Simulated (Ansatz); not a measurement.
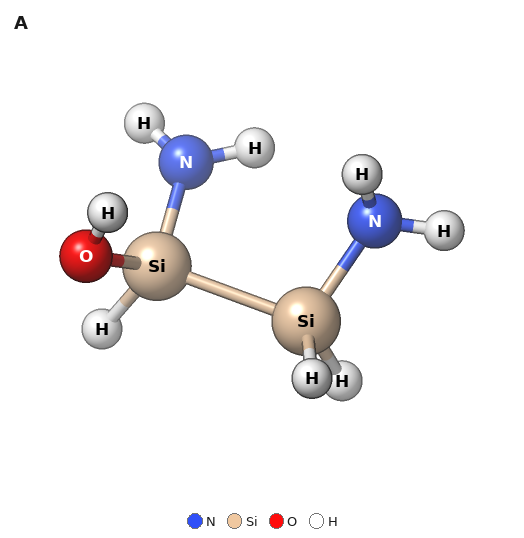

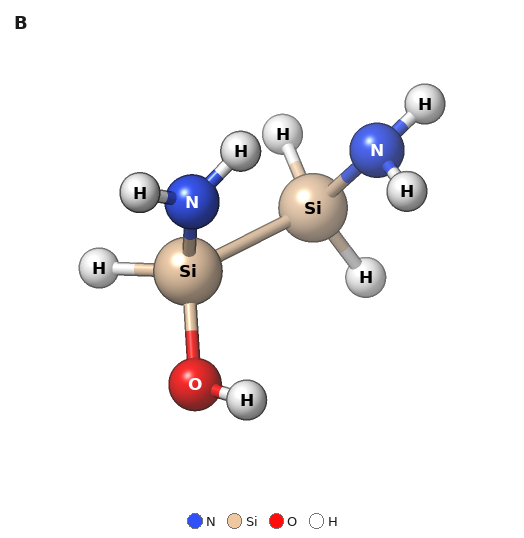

Distant atoms are faded towards the background colour. Computed geometry: PBE-D4/def2-SVP optimisation. No frequency run is at hand to confirm it as a minimum.

**How are A and B related: the same structure turned, mirror images, conformers, diastereomers or constitutional isomers?**

They are the same structure, H8N2OSi2 (N[SiH2][Si@H](N)O), seen from two directions: a rotation takes one into the other. The geometry is chiral (C1), so its mirror image would differ.
